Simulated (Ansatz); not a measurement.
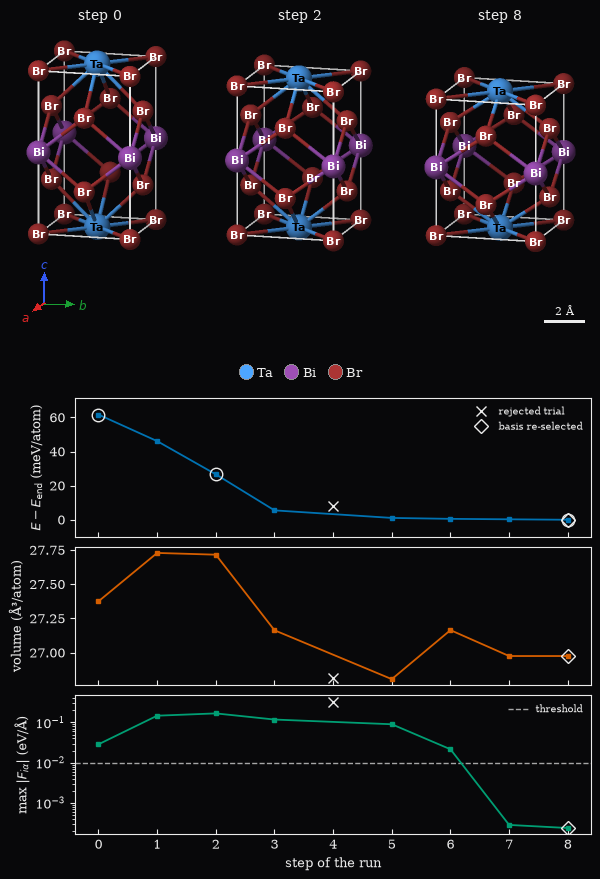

Frames of a relaxation of a crystal of TaBiBr5 (built on the ZnPd5Se type), marked on the history of the run. Style: ball-and-stick. Shown: the cell of the calculation, slightly off an axis.

Case: ZnPd5Se type (P4/mmm, No. 123).

Computed with DFT PBE, scalar-relativistic, plane waves, PAW (Ansatz 0.2.0).

The input:
```yaml
crystal:
  lattice:
    - [4.7783919569, 0.0, 0.0]
    - [0.0, 4.7783919569, 0.0]
    - [0.0, 0.0, 8.3925364832]
  atoms:
    - { symbol: Ta, position: [0.5, 0.5, 0.0], spin: 2.48 }
    - { symbol: Bi, position: [0.0, 0.0, 0.5] }
    - { symbol: Br, position: [0.5, 0.0, 0.7262] }
    - { symbol: Br, position: [0.0, 0.5, 0.7262] }
    - { symbol: Br, position: [0.5, 0.0, 0.2738] }
    - { symbol: Br, position: [0.0, 0.5, 0.2738] }
    - { symbol: Br, position: [0.0, 0.0, 0.0] }
basis:
  ecutwfc: 420
kpoints:
  mp_grid: { grid: [8, 8, 6] }
hamiltonian:
  xc: pbe
scf:
  occupations: { method: gaussian, width: 0.1 }
output:
  forces: true
  stress: true
  eigenvalues: true
  populations: true
  write_density: true
  write_potential: true
  elf: true
  volumetric_format: npy
magnetization:
  spin_polarized: true
relax:
  adjacent_minimum: "off"
  f_tol: 0.01
  max_steps: 80
  cell: { stress_tol: 0.05 }
```

Launched with:
```bash
ansatz run input.yaml --threads 1 --pin off --max-ram 2560MiB --backend cpu --events-out ev --progress --plain --runs-dir out
```

**What happens along the run?**

The largest moves relative to the cell, 0.17 Å, are those of Br3, Br4, Br5 and Br6. Br5 goes along −c. Ta and Bi stay in place. The volume changes by −1.5 %, with a = b 4.778 → 5.185 Å (+8.5 %), c 8.393 → 7.024 Å (−16.3 %). Some distances before and after: Ta1–Br7 3.379 → 3.666 Å, Ta1–Br3 3.315 → 3.129 Å, Bi2–Br3 3.052 → 3.133 Å. Bond angles that change, for instance: Ta1–Br5–Ta1 92.2° → 111.9°, Bi2–Br5–Bi2 103.1° → 111.7°, Ta1–Br5–Bi2 115.5° → 108.3°. The space group stays P4/mmm (No. 123). After 6 accepted moves (8 points after the start) the energy has fallen by 61.7 meV per atom. The largest force component goes from 0.029 to 0.00024 eV/Å. The pressure goes from 0.53 to 0.01 GPa. The line search rejected the trial step at point 4 of the run. At 1 point the geometry stayed and the basis and grid were re-selected for the new cell (energy shift of 0.3 meV per atom at most each time). Cost: 6 min on 1 thread of Intel(R) Xeon(R) 6975P-C (Granite Rapids) (shared host), peak memory 0.98 GiB. From step 0 to 2: Br atoms move most (0.07 Å), volume +1.2 %, energy −35.0 meV per atom. From step 2 to 8: Br atoms move most (0.10 Å), volume −2.7 %, energy −26.6 meV per atom.
